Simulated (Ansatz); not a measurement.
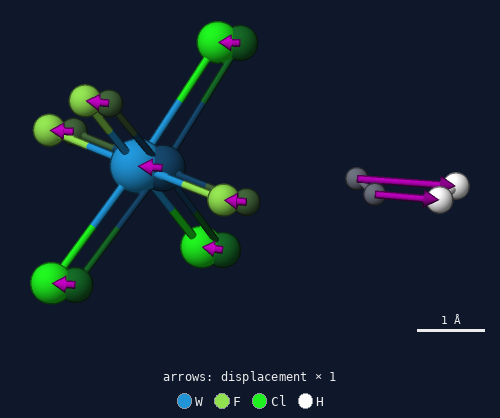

This is a relaxation of WH$_{2}$Cl$_{3}$F$_{3}$. The starting structure is drawn faded, the final one solid; purple arrows show the displacements, at their true length. The two geometries are superimposed by the best rigid fit.

Style: ball-and-stick. Shown face on.

The run prepares an end point of a later path (reaction) calculation, from a guessed geometry.

Theory: Ansatz, RHF/def2-SVP.

Input
```yaml
crystal:
  periodic: [false, false, false]
  atoms:
    - { symbol: W, position_ang: [-0.095087, 0.046348, -0.144] }
    - { symbol: F, position_ang: [0.026709, -0.04859, 1.684618] }
    - { symbol: Cl, position_ang: [2.176679, 0.17254, -0.380855] }
    - { symbol: F, position_ang: [-0.111131, 1.880111, 0.018318] }
    - { symbol: Cl, position_ang: [-2.382141, 0.126194, 0.034161] }
    - { symbol: Cl, position_ang: [-0.147674, -2.210672, -0.408069] }
    - { symbol: F, position_ang: [-0.258733, 0.270248, -1.952999] }
    - { symbol: H, position_ang: [1.615202, -1.660587, 1.543588] }
    - { symbol: H, position_ang: [1.472876, -1.523492, 2.222439] }
basis:
  gaussian: { orbitals: def2-SVP }
hamiltonian:
  xc: hf
relax:
  f_tol: 0.03
  max_steps: 50
output:
  orbitals: {}
```

Command:
```bash
ansatz run input.yaml --threads 4 --pin off --max-ram 5120MiB --backend cpu --events-out ev --progress --plain --runs-dir out
```

Question: What happened in the run?

Answer: The atom that moves furthest after the best rigid fit is H8 (1.50 Å). By element the largest moves are H 1.50 Å, W 0.38 Å, F 0.37 Å, Cl 0.36 Å. Among the contacts that change: W1–H8 2.947 → 4.828 Å, H8–H9 0.707 → 0.747 Å, W1–F2 1.835 → 1.829 Å, W1–Cl5 2.295 → 2.291 Å. Among the angles between lasting bonds that change: F2–W1–Cl6 93.8° → 90.9°, F2–W1–F7 175.7° → 178.2°, F4–W1–Cl6 177.6° → 179.9°. The energy falls by 0.469 eV in 10 geometry steps. Largest force component: 1.5 eV/Å at the start, 0.012 eV/Å at the end. The run took 24 s on 4 threads of Arm Neoverse V1 (shared host), peak memory 0.39 GiB.

Limits of the set-up: Hartree-Fock leaves out electron correlation.
